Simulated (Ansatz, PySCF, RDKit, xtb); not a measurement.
# CH2BP: from the formula to a structure, part 2 of 2

Given the formula CH2BP and nothing else, which arrangement of the atoms is the most stable in the gas at 298.15 K, and what are its properties?

xtb, Ansatz and PySCF; isolated molecules. Earlier steps stand in the parts before.

### Step 12. Density, orbitals and dipole (PBE0/def2-TZVPD)

input.yaml

```yaml
crystal:
  periodic: [false, false, false]
  atoms:
    - {symbol: C, position_ang: [2.097251, -1.959950, -0.705144]}
    - {symbol: B, position_ang: [1.091252, -1.005246, -0.241016]}
    - {symbol: P, position_ang: [1.563303, -2.434931, 0.853430]}
    - {symbol: H, position_ang: [0.435309, -0.024535, -0.417144]}
    - {symbol: H, position_ang: [2.805762, -2.314394, -1.456850]}
basis:
  gaussian: {orbitals: def2-TZVPD}
output: {forces: true, orbitals: {seedname: orbitals}}
hamiltonian: {xc: {name: PBE0}}
```

Command:

```sh
$ ansatz run input.yaml --threads 1 --pin off --max-ram 2610MiB --events-out events.jsonl --progress --plain --runs-dir runs
```

Standard output, cut to the lines that bear on the results:

```text
Warning: RAYON_NUM_THREADS=1 ignored (pool sized by the plan → 1); use --threads N
Functional definition: PBE0
  name "PBE0"
[...]
733 factors; their error is unknown
[...]
mean field -11028.09941136 eV, -405.2751782533 hartree, gradient 8.3e-6 eV, S^2 0.000000; 0 other end points of the search recorded, 0 dependent functions left out
[...]
reference -11028.09943908 eV, -405.2751792719 hartree; 14, 14 occupied and 121, 121 virtual orbitals, 733 factors
Total energy: -11028.09943908 eV, -405.2751792719 hartree
Atom 0 at     2.097251    -1.959950    -0.705144 Å, force    -0.042373    -0.113168     0.225125 eV/Å
Atom 1 at     1.091252    -1.005246    -0.241016 Å, force     0.060407    -0.160831     0.110493 eV/Å
Atom 2 at     1.563303    -2.434931     0.853430 Å, force     0.072732     0.365346    -0.614296 eV/Å
Atom 3 at     0.435309    -0.024535    -0.417144 Å, force     0.147325    -0.206986     0.021724 eV/Å
Atom 4 at     2.805762    -2.314394    -1.456850 Å, force    -0.238091     0.115638     0.256955 eV/Å
Dipole moment:     0.096471    -0.071104    -0.071818 e Å
```

It took 7.5 s on 1 thread of AMD EPYC (Zen 3), shared host.

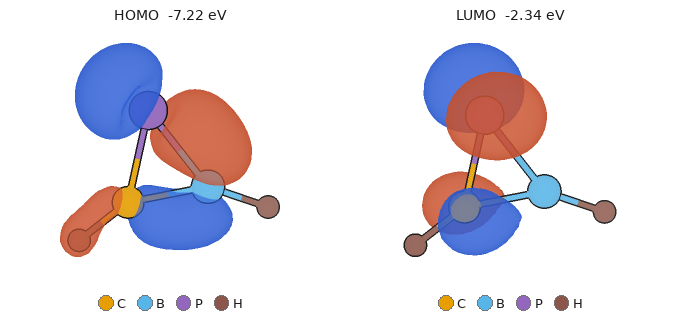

Frontier orbitals of this run, surfaces at ±0.2 Å^-3/2.

### Step 13. Frequencies after a tight-binding relaxation (GFN2-xTB)

start.xyz

```xyz
5
c007a
C      2.097251    -1.959950    -0.705144
B      1.091252    -1.005246    -0.241016
P      1.563303    -2.434931     0.853430
H      0.435309    -0.024535    -0.417144
H      2.805762    -2.314394    -1.456850
```

Command:

```sh
$ xtb start.xyz --gfn 2 --ohess tight
```

Standard output, cut to the lines that bear on the results:

```text
* xtb version 6.7.1
[...]
          :  # basis functions                  20          :
[...]
          :  # electrons                        14          :
[...]
          :  Hamiltonian                  GFN2-xTB          :
[...]
          :  net charge                          0          :
          :  unpaired electrons                  0          :
[...]
   *** convergence criteria satisfied after 13 iterations ***
[...]
   *** GEOMETRY OPTIMIZATION CONVERGED AFTER 7 ITERATIONS ***
[...]
   *** convergence criteria satisfied after 3 iterations ***
[...]
         ::                     SUMMARY                     ::
         :::::::::::::::::::::::::::::::::::::::::::::::::::::
         :: total energy              -6.831329137479 Eh    ::
         :: gradient norm              0.000097812998 Eh/a0 ::
         :: HOMO-LUMO gap              2.323032105676 eV    ::
         ::.................................................::
         :: SCC energy                -6.926209735199 Eh    ::
         :: -> isotropic ES            0.020677347799 Eh    ::
         :: -> anisotropic ES          0.000302979631 Eh    ::
         :: -> anisotropic XC          0.005127980485 Eh    ::
         :: -> dispersion             -0.002212737344 Eh    ::
         :: repulsion energy           0.094880597720 Eh    ::
         :: add. restraining           0.000000000000 Eh    ::
         :: total charge              -0.000000000000 e     ::
         :::::::::::::::::::::::::::::::::::::::::::::::::::::
[...]
         7        2.0000           -0.3611458              -9.8273 (HOMO)
         8                         -0.2757761              -7.5042 (LUMO)
[...]
     #   Z          covCN         q      C6AA      α(0)
     1   6 C        2.761    -0.116    30.915     9.105
     2   5 B        2.806     0.189    18.423     7.172
     3  15 P        1.884    -0.030   180.907    25.409
     4   1 H        0.944    -0.073     4.703     3.390
     5   1 H        0.926     0.029     2.598     2.521
[...]
          | TOTAL ENERGY               -6.831329137475 Eh   |
          | TOTAL ENTHALPY             -6.799933323468 Eh   |
          | TOTAL FREE ENERGY          -6.829229713279 Eh   |
          | GRADIENT NORM               0.000097795304 Eh/α |
[...]
```

Wall time 0.29 s (1 thread of AMD EPYC (Zen 3), shared host).

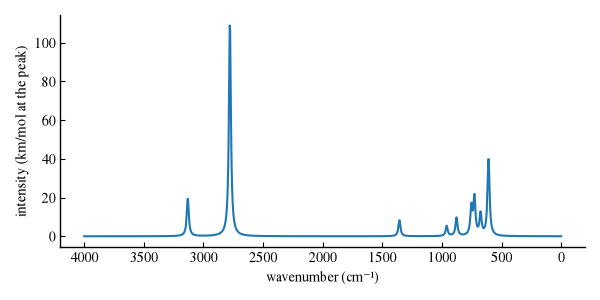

Harmonic infrared spectrum, unscaled, lines broadened by 10 cm⁻¹.

### Step 14. Electronic excitations (TD-B3LYP/def2-SVPD)

An in-house driver calls PySCF's response routines at TD-B3LYP/def2-SVPD; it has no typed input.

Standard output:

```text
coarse grid: 5040 points
cycle   1  E = -405.2449813738  dE =  2.926e-01  |g| = 3.301e-01  |ddm| = 3.172e+00
cycle   2  E = -405.1500350225  dE =  9.495e-02  |g| = 6.210e-01  |ddm| = 1.028e+00
cycle   3  E = -405.2761526198  dE = -1.261e-01  |g| = 8.068e-02  |ddm| = 7.027e-01
cycle   4  E = -405.2782761087  dE = -2.123e-03  |g| = 2.445e-02  |ddm| = 1.538e-01
cycle   5  E = -405.2784446156  dE = -1.685e-04  |g| = 9.544e-03  |ddm| = 4.060e-02
cycle   6  E = -405.2784765984  dE = -3.198e-05  |g| = 1.338e-03  |ddm| = 1.457e-02
cycle   7  E = -405.2784772087  dE = -6.103e-07  |g| = 1.047e-04  |ddm| = 2.129e-03
final grid: 45088 points
cycle   8  E = -405.3295075730  dE = -9.476e-06  |g| = 2.428e-03  |ddm| = 3.294e-02
cycle   9  E = -405.3295044498  dE =  3.123e-06  |g| = 4.115e-03  |ddm| = 6.504e-03
cycle  10  E = -405.3295091347  dE = -4.685e-06  |g| = 6.224e-04  |ddm| = 4.058e-03
cycle  11  E = -405.3295092768  dE = -1.421e-07  |g| = 1.195e-04  |ddm| = 1.033e-03
cycle  12  E = -405.3295092811  dE = -4.243e-09  |g| = 4.420e-05  |ddm| = 2.175e-04
cycle  13  E = -405.3295092817  dE = -6.622e-10  |g| = 8.975e-06  |ddm| = 7.123e-05
converged SCF energy = -405.3295092817

Static polarisability (au): isotropic 46.968, principal 34.135 48.223 58.546

Singlet excitations
state   eV       nm        f      main configurations
  1   3.1942    388.2   0.00126   H->L 0.99
  2   4.4379    279.4   0.00274   H-1->L 0.96
  3   5.2419    236.5   0.00337   H->L+1 0.96
  4   5.8527    211.8   0.04604   H-2->L 0.83
  5   6.5057    190.6   0.01941   H->L+2 0.84
  6   6.5540    189.2   0.00008   H-1->L+1 0.99
  7   6.9335    178.8   0.01750   H->L+3 0.89
  8   7.3082    169.7   0.02750   H->L+4 0.66, H-2->L+1 0.23

Triplet excitations (Tamm-Dancoff, eV): 2.5773 3.7982 3.8931
```

Wall time 8.1 s (1 thread of AMD EPYC (Zen 3), shared host).

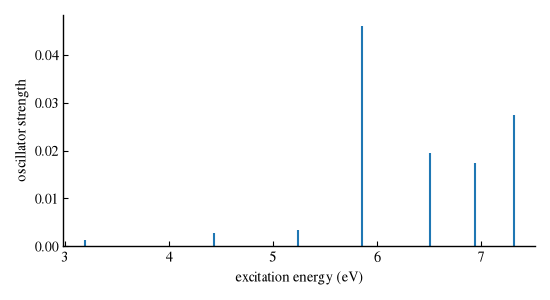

Vertical excitations as sticks.

The roots found:

```
excited state  energy (eV)  strength
            1        3.194    0.0013
            2        4.438    0.0027
            3        5.242    0.0034
            4        5.853    0.0460
            5        6.506    0.0194
            6        6.554    0.0001
            7        6.934    0.0175
            8        7.308    0.0275
```

### Step 15. NMR shieldings (GIAO PBE0/pcSseg-1)

An in-house driver calls PySCF's response routines at GIAO PBE0/pcSseg-1; it has no typed input.

Standard output:

```text
coarse grid: 5040 points
cycle   1  E = -405.1758494851  dE =  3.202e-01  |g| = 2.975e-01  |ddm| = 2.150e+00
cycle   2  E = -405.1248787977  dE =  5.097e-02  |g| = 4.914e-01  |ddm| = 7.614e-01
cycle   3  E = -405.1995737496  dE = -7.469e-02  |g| = 7.614e-02  |ddm| = 5.979e-01
cycle   4  E = -405.2013685488  dE = -1.795e-03  |g| = 1.968e-02  |ddm| = 1.121e-01
cycle   5  E = -405.2014719843  dE = -1.034e-04  |g| = 7.268e-03  |ddm| = 2.822e-02
cycle   6  E = -405.2014898669  dE = -1.788e-05  |g| = 1.382e-03  |ddm| = 1.086e-02
cycle   7  E = -405.2014903345  dE = -4.675e-07  |g| = 6.297e-05  |ddm| = 1.411e-03
final grid: 45088 points
cycle   8  E = -405.2186865433  dE = -6.573e-06  |g| = 5.917e-03  |ddm| = 1.611e-02
cycle   9  E = -405.2186574282  dE =  2.912e-05  |g| = 1.140e-02  |ddm| = 1.646e-02
cycle  10  E = -405.2186969206  dE = -3.949e-05  |g| = 5.117e-04  |ddm| = 1.229e-02
cycle  11  E = -405.2186970016  dE = -8.100e-08  |g| = 1.718e-04  |ddm| = 7.791e-04
cycle  12  E = -405.2186970104  dE = -8.851e-09  |g| = 4.691e-05  |ddm| = 2.411e-04
cycle  13  E = -405.2186970111  dE = -7.309e-10  |g| = 1.347e-05  |ddm| = 8.487e-05
converged SCF energy = -405.2186970111

GIAO shielding tensors (ppm)
atom      isotropic    diamagn.    paramagn.     s11        s22        s33       span
  0 C      -76.303     264.453    -340.757   -296.831   -144.512    212.432    509.262
  1 B       44.372     193.805    -149.434    -47.982     23.167    157.931    205.913
  2 P     -256.328     966.696   -1223.025  -1320.872   -420.284    972.170   2293.042
  3 H       23.362      28.174      -4.812     16.411     26.274     27.400     10.989
  4 H       17.133      29.847     -12.714      3.646     23.688     24.067     20.421
```

It took 6.9 s on 1 thread of AMD EPYC (Zen 3), shared host.

Isotropic shieldings, averaged over atoms that the bond graph makes equivalent (absolute, not shifts):

| atoms | shielding (ppm) |
| --- | --- |
| C1 | -76.3 |
| B2 | 44.4 |
| P3 | -256.3 |
| H4 | 23.36 |
| H5 | 17.13 |

### Step 16. The cation at the same geometry (PBE0/def2-TZVPD)

input.yaml

```yaml
crystal:
  periodic: [false, false, false]
  atoms:
    - symbol: C
      position_ang: [2.097251, -1.959950, -0.705144]
    - symbol: B
      position_ang: [1.091252, -1.005246, -0.241016]
    - symbol: P
      position_ang: [1.563303, -2.434931, 0.853430]
    - symbol: H
      position_ang: [0.435309, -0.024535, -0.417144]
    - symbol: H
      position_ang: [2.805762, -2.314394, -1.456850]
basis:
  gaussian: {orbitals: def2-TZVPD}
hamiltonian: {xc: {name: PBE0}}
total_charge: 1
magnetization: {spin_polarized: true, initial_magnetization: 1}
```

Command:

```sh
$ ansatz run input.yaml --threads 1 --pin off --max-ram 2610MiB --events-out events.jsonl --progress --plain --runs-dir runs
```

Standard output:

```text
Warning: RAYON_NUM_THREADS=1 ignored (pool sized by the plan → 1); use --threads N
[... 2 set-up lines as earlier in the session ...]
  parameter a = 0.25
  parameter kappa = 0.804
  parameter beta = 0.06672455060314922
  exchange = (1 - a)*pbe_x(kappa = kappa, mu = beta*pi^2/3) + a*exact_x
  correlation = pbe_c(beta = beta)
733 factors; their error is unknown
mean field evaluation 1: about -11002.7965 eV, gradient 5.5e1 eV
mean field evaluation 2: about -10953.1687 eV, gradient 9.5e1 eV
mean field evaluation 4: about -11018.1877 eV, gradient 7.4e0 eV
mean field evaluation 8: about -11018.5224 eV, gradient 1.9e-1 eV
mean field evaluation 16: about -11018.5477 eV, gradient 2.1e-3 eV
mean field -11018.54768773 eV, -404.9241588843 hartree, gradient 3.7e-5 eV, S^2 0.758328; 0 other end points of the search recorded, 0 dependent functions left out
reference -11018.54771388 eV, -404.9241598450 hartree; 14, 13 occupied and 121, 122 virtual orbitals, 733 factors
Total energy: -11018.54771388 eV, -404.9241598450 hartree
```

Wall time 13 s (1 thread of AMD EPYC (Zen 3), shared host).

Difference from the parent: 9.55 eV.

### Step 17. The anion at the same geometry (PBE0/def2-TZVPD)

input.yaml

```yaml
crystal:
  periodic: [false, false, false]
  atoms:
    - {symbol: C, position_ang: [2.097251, -1.959950, -0.705144]}
    - {symbol: B, position_ang: [1.091252, -1.005246, -0.241016]}
    - {symbol: P, position_ang: [1.563303, -2.434931, 0.853430]}
    - {symbol: H, position_ang: [0.435309, -0.024535, -0.417144]}
    - {symbol: H, position_ang: [2.805762, -2.314394, -1.456850]}
basis:
  gaussian: {orbitals: def2-TZVPD}
magnetization: {spin_polarized: true, initial_magnetization: 1}
scf: {lower_state_search: off}
total_charge: -1
hamiltonian: {xc: {name: PBE0}}
```

Command:

```sh
$ ansatz run input.yaml --threads 1 --pin off --max-ram 2610MiB --events-out events.jsonl --progress --plain --runs-dir runs
```

Standard output, cut to the lines that bear on the results:

```text
Warning: RAYON_NUM_THREADS=1 ignored (pool sized by the plan → 1); use --threads N
[... 2 set-up lines as earlier in the session ...]
[...]
733 factors; their error is unknown
[...]
mean field -11028.44564743 eV, -405.2879021942 hartree, gradient 4.4e-6 eV, S^2 0.759440; 0 other end points of the search recorded, 0 dependent functions left out
reference -11028.44567637 eV, -405.2879032575 hartree; 15, 14 occupied and 120, 121 virtual orbitals, 733 factors
Total energy: -11028.44567637 eV, -405.2879032575 hartree
Checks for a lower state left out: stability, starts, cluster_reference, orbital_swaps, neighbouring_geometries, increment
```

It took 7.8 s on 1 thread of AMD EPYC (Zen 3), shared host.

Parent less the species with the added electron: 0.35 eV.

### Step 18. The triplet at the same geometry (PBE0/def2-TZVPD)

Edit input.yaml of step 17 so:

```diff
@@ -9,6 +9,8 @@
 basis:
-  gaussian: {orbitals: def2-TZVPD}
-magnetization: {spin_polarized: true, initial_magnetization: 1}
-scf: {lower_state_search: off}
-total_charge: -1
-hamiltonian: {xc: {name: PBE0}}
+  gaussian:
+    orbitals: def2-TZVPD
+magnetization:
+  spin_polarized: true
+  initial_magnetization: 2
+hamiltonian:
+  xc: {name: PBE0}
```

Command:

```sh
$ ansatz run input.yaml --threads 1 --pin off --max-ram 2610MiB --events-out events.jsonl --progress --plain --runs-dir runs
```

Standard output, cut to the lines that bear on the results:

```text
Warning: RAYON_NUM_THREADS=1 ignored (pool sized by the plan → 1); use --threads N
[... 7 set-up lines as earlier in the session ...]
733 factors; their error is unknown
mean field evaluation 1: about -11017.0034 eV, gradient 4.1e1 eV
mean field evaluation 2: about -10992.4790 eV, gradient 7.1e1 eV
mean field evaluation 4: about -11025.4793 eV, gradient 3.9e0 eV
mean field evaluation 8: about -11025.5717 eV, gradient 2.0e-1 eV
mean field evaluation 16: about -11025.5988 eV, gradient 1.0e-3 eV
mean field -11025.59881062 eV, -405.1832828709 hartree, gradient 2.5e-5 eV, S^2 2.010872; 2 other end points of the search recorded, 0 dependent functions left out
reference -11025.59883976 eV, -405.1832839419 hartree; 15, 13 occupied and 120, 122 virtual orbitals, 733 factors
Total energy: -11025.59883976 eV, -405.1832839419 hartree
```

Run time: 13 s. Hardware: 1 thread of AMD EPYC (Zen 3), shared host.

It lies 2.50 eV above the singlet.

### Step 19. Stability of the closed-shell solution (PBE0/def2-SVP)

Edit start.xyz of step 13 so:

```diff
@@ -1,3 +1,3 @@
 5
-c007a
+
 C      2.097251    -1.959950    -0.705144
```

job.py

```python
from pyscf import gto, dft

mol = gto.M(
    atom='start.xyz',
    verbose=3,
    basis='def2-svp',
    max_memory=1860,
)

ks = dft.RKS(mol)
ks.xc = 'pbe0'
ks = ks.density_fit(auxbasis='def2-universal-jkfit')
ks.grids.level = 3
ks.max_cycle = 100
ks.kernel()
if not ks.converged:
    ks = ks.newton().run(ks.mo_coeff, ks.mo_occ)

e_final = ks.e_tot
print('E(%s) = %.9f' % ('PBE0', e_final))
mo_i, mo_e, stable_i, stable_e = ks.stability(internal=True, external=True, return_status=True)
print('stable: internal', stable_i, 'external', stable_e)
```

Command:

```sh
$ OMP_NUM_THREADS=1 python job.py
```

Standard output:

```text
converged SCF energy = -405.089413044044
E(PBE0) = -405.089413044
<class 'pyscf.df.df_jk.DFRKS'> wavefunction is stable in the internal stability analysis
<class 'pyscf.df.df_jk.DFRKS'> wavefunction is stable in the real -> complex stability analysis
<class 'pyscf.df.df_jk.DFRKS'> wavefunction is stable in the RHF/RKS -> UHF/UKS stability analysis
stable: internal True external True
```

Wall time 33 s (1 thread of AMD EPYC (Zen 3), shared host).

### Step 20. Results

This closing draws on all 2 parts.

| quantity | value |
| --- | --- |
| lowest structure found | B1C=P1, singlet, Cs |
| next finalist | BC#P, singlet, 6.1 kcal/mol higher in G |
| share at equilibrium, among the finalists | 100.0 % |
| funnel | 24 starts, 14 minima at GFN2-xTB, 8 screening runs, 3 relaxed, 3 ranked |
| CPU time of all runs | 9.5 min |
| harmonic wavenumbers, lowest and highest (B3LYP-D3(BJ)/def2-SVP) | 688 and 3211 cm⁻¹ |
| rotational constants, same geometry | 0.9424, 0.426, 0.2934 cm⁻¹ |
| dipole moment (PBE0/def2-TZVPD) | 0.67 D |
| HOMO energy (PBE0/def2-TZVPD) | -7.22 eV |
| LUMO energy (PBE0/def2-TZVPD) | -2.34 eV |
| HOMO–LUMO gap (PBE0/def2-TZVPD) | 4.88 eV |
| lowest excitation (TD-B3LYP/def2-SVPD) | 3.19 eV (f = 0.001) |
| strongest of the states computed, same level | 5.85 eV (f = 0.046) |
| lowest triplet excitation, same level, Tamm-Dancoff | 2.58 eV |
| vertical ionisation energy | 9.55 eV |
| vertical electron affinity | 0.35 eV |
| vertical triplet less singlet | +2.50 eV |

**Reading.** The lowest structure found is `B1C=P1`. The margin of 6.1 kcal/mol over the next finalist is beyond the usual error of the last level; it says nothing of structures that weren't ranked. HF/STO-3G, r2SCAN-D4/def2-SVP, B3LYP-D3(BJ)/def2-SVP, HF/def2-TZVPP and MP2/def2-TZVPP already put its bonding pattern lowest among the structures in one piece; GFN2-xTB favours the singlet BC#P. The largest share of the time went into the vibrations (29 %). A large T1 diagnostic among the finalists warns that one reference determinant may not suffice. It concerns: the finalist [CH2+][B-]#P (singlet). Lowest found is not proven lowest: the search is finite, and each finalist counts with one conformer.
